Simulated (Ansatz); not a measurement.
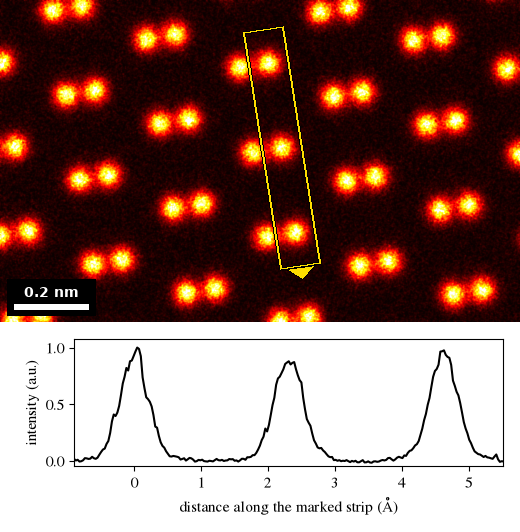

Dark-field STEM-like image of Os (P6_3/mmc, No. 194) along [101]. Simulation: incoherent imaging, intensity Z^1.7 per atom, probe width 0.50 Å, thin sample. The probe carries 15 % of its weight in a tail 2.5 times as wide. Shot noise was added. Structure used: coordinates from a relaxation at fixed volume with DFT r2SCAN, scalar-relativistic, plane waves, PAW (Ansatz 0.2.0).

```cif
data_structure
_symmetry_space_group_name_H-M 'P6_3/mmc'
_symmetry_Int_Tables_number 194
_cell_length_a 2.7357
_cell_length_b 2.7357
_cell_length_c 4.3238
_cell_angle_alpha 90.000
_cell_angle_beta 90.000
_cell_angle_gamma 120.000
_cell_volume 28.03
loop_
_atom_site_label
_atom_site_type_symbol
_atom_site_symmetry_multiplicity
_atom_site_Wyckoff_symbol
_atom_site_fract_x
_atom_site_fract_y
_atom_site_fract_z
_atom_site_occupancy
Os1 Os 2 d 0.33333 0.66667 0.75000 1
```

The curve is the intensity along the marked strip, in the direction of its arrowhead, with zero distance at the first column. Brightness is counted from the darkest point of the image.

Assign the peaks of the line profile.

Answer.
```json
{"position (Å)": "0.0", "atoms per repeat along the beam": "1 Os", "height (% of the highest)": "100"}
{"position (Å)": "2.3", "atoms per repeat along the beam": "1 Os", "height (% of the highest)": "100"}
{"position (Å)": "4.6", "atoms per repeat along the beam": "1 Os", "height (% of the highest)": "100"}
```
